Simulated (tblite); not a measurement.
Frequency calculation of C3H7BF3Si

- system: C3H7BF3Si, multiplicity 2
- method: GFN2-xTB harmonic vibrations, gas phase (tblite 0.8.0)

It belongs to a series of runs on one base structure; here: H removed from sp3 C.

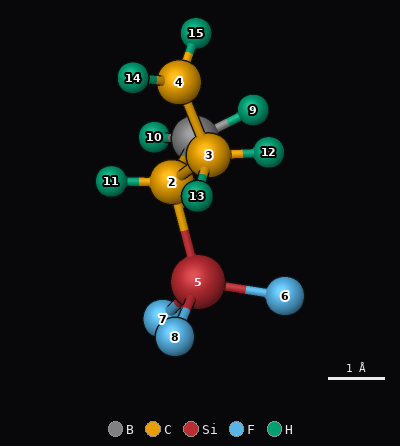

**Figure 1.** The input geometry (ball-and-stick view, seen at an oblique angle; atoms are numbered from 1 in the order of the input). Bond lengths as drawn: B–C 1.56 Å, B–H 1.17 Å, C–C 1.47 to 1.57 Å, C–H 1.07 to 1.10 Å, C–Si 1.88 Å and F–Si 1.59 Å.

## Input
```
{"job": {"kind": "ir", "xc": "GFN2-xTB", "basis": "xTB"}, "charge": 0, "multiplicity": 2}
B     -0.410994     1.243545     1.070779
C     -0.165531    -0.142422     0.389472
C      0.991087    -0.203510    -0.674013
C      2.293701    -0.085906    -0.012259
Si    -1.808976    -0.571010    -0.425056
F     -2.241875     0.413363    -1.593761
F     -3.080754    -0.613713     0.525659
F     -1.800778    -2.000667    -1.121780
H     -0.138753     2.231880     0.512725
H     -0.896063     1.283720     2.132095
H      0.025347    -0.927004     1.129561
H      0.837778     0.622139    -1.372874
H      0.928530    -1.146434    -1.221132
H      2.851254    -0.959538     0.264376
H      2.611614     0.863545     0.374296
```

The first line tells a small driver script what to run in tblite; the rest is the geometry in Å.

Run as:
```bash
OMP_NUM_THREADS=1 python <driver script> task.json out
```

## The program's output
```
mode    cm-1     km/mol
  1      27.8      0.08
  2      76.2      1.24
  3      94.5      3.38
  4     102.2      0.89
  5     136.2      0.94
  6     181.0      5.45
  7     188.2      7.52
  8     232.5     23.65
  9     240.3     37.36
 10     254.6     20.78
 11     279.2     26.40
 12     351.9     45.17
 13     382.1      9.49
 14     546.9     46.71
 15     702.8     14.14
 16     786.0      2.17
 17     795.8      8.39
 18     819.2     18.83
 19     875.1    146.41
 20     913.8    254.85
 21     917.3    273.05
 22     927.1    236.19
 23    1015.4     17.53
 24    1064.8      9.65
 25    1086.2    129.82
 26    1135.8      0.82
 27    1185.6     52.93
 28    1209.8     25.25
 29    1274.9      3.88
 30    1289.8     10.48
 31    1397.6      0.38
 32    1470.9      0.40
 33    2656.4     84.60
 34    2696.1    107.38
 35    2924.2     21.90
 36    2955.7     28.46
 37    2970.8     30.99
 38    3129.7     14.76
 39    3171.8     31.84
```

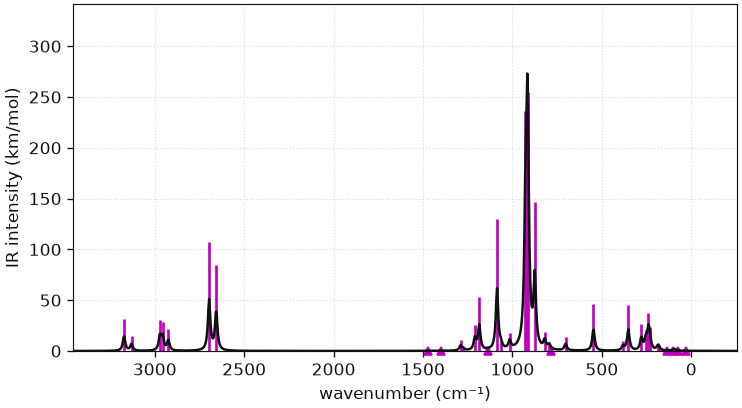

**Figure 2.** Harmonic infrared spectrum, unscaled: sticks (degenerate modes added up, dark ones marked on the axis) with a Lorentzian envelope of 16 cm⁻¹ full width, scaled to the tallest stick. 39 modes from 28 to 3172 cm⁻¹, none imaginary. The strongest line is at 917 cm⁻¹ (273 km/mol).

## Results in brief

```csv
quantity,value
outcome,converged
total energy,−741.1148 eV
zero-point energy,60.7080 kcal/mol
hardware,"1 CPU thread, shared host"
peak memory,0.18 GiB
```
